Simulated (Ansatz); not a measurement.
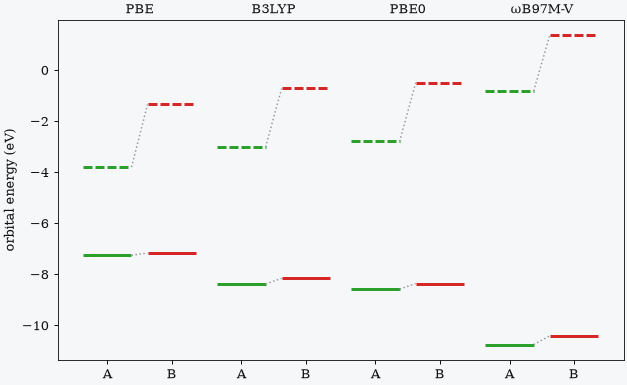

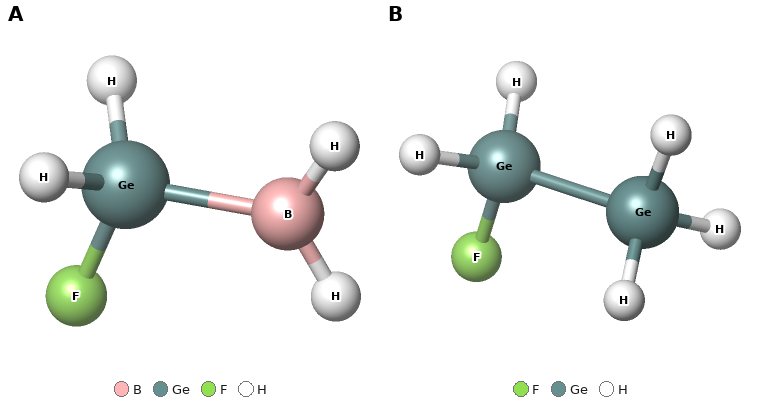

One change: A, BGeH₄F (SMILES [BH2][GeH2][F]), becomes B, Ge₂H₅F (SMILES [F][GeH2][GeH3]). BH₂ on Ge is replaced by GeH₃. HOMO (solid) and LUMO (dashed) computed in def2-TZVPP at PBE0-D4/def2-TZVP geometries, both minima by their frequencies, gas phase, the Ansatz code 0.2.0. Empty levels above zero depend strongly on the basis.

Question: What does the change do to HOMO and LUMO?

Answer: PBE: the HOMO rises by 0.09 eV, the LUMO rises by 2.46 eV, and the separation goes from 3.45 to 5.82 eV. B3LYP: the HOMO rises by 0.22 eV, the LUMO rises by 2.30 eV, and the separation goes from 5.36 to 7.44 eV. PBE0: the HOMO rises by 0.21 eV, the LUMO rises by 2.30 eV, and the separation goes from 5.78 to 7.87 eV. ωB97M-V: the HOMO rises by 0.34 eV, the LUMO rises by 2.17 eV, and the separation goes from 9.93 to 11.77 eV.

Question: Do the functionals agree on the effect?

Answer: They agree on the direction for both levels; the HOMO shift lies between 0.09 and 0.34 eV and the LUMO shift between 2.17 and 2.46 eV, while the separations themselves differ by up to 6.5 eV between functionals.
